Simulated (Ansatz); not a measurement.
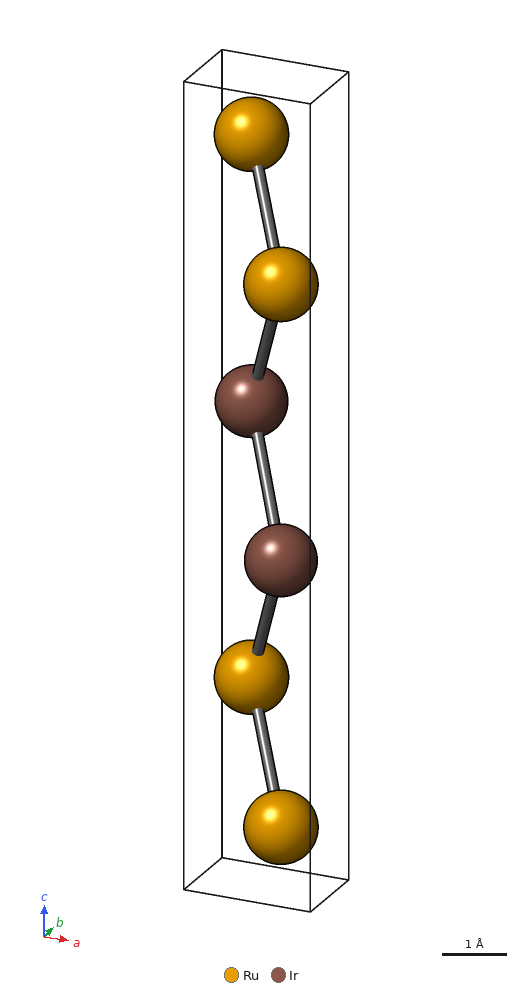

We look at a ball-and-stick model of the crystal slightly off an axis. The edges of the conventional unit cell are marked.

IrRu₂, space group P-3m1 (No. 164), a = 2.730 Å, b = 2.730 Å, c = 13.027 Å, α = 90.00°, β = 90.00°, γ = 120.00°. The structure was taken from a structure type filled with these elements by a generator (whether the compound takes this form wasn't checked). Earlier steps of the study, as a rule a relaxation of our own, may have changed the cell and positions, so they can lie some per cent off the listed ones. It was the input of a calculation with Ansatz.

This one geometry was computed with Ansatz (DFT, plane waves, PAW) at three levels of theory: PBEsol, PBE and r2SCAN.

> Which level gives the highest pressure at this volume, and what does that say about its equilibrium volume?

Highest: PBE (0.0 GPa), which points to the largest equilibrium volume. Lowest, with the smallest volume: PBEsol (-10.8 GPa). Levels within 0.5 GPa of each other can't be told apart.

> How does the band gap change with the level of theory?

All levels give a metal.

> Collect the results in a table.

| level | cutoff (eV) | k-mesh of the run's cell | gap (eV) | pressure (GPa) |
| --- | --- | --- | --- | --- |
| PBEsol | 420 | 18×18×4 | metal | -10.8 |
| PBE | 420 | 18×18×4 | metal | 0.0 |
| r2SCAN | 500 | 18×18×4 | metal | -6.8 |

Gaps are taken on the k-mesh or band path of each run.
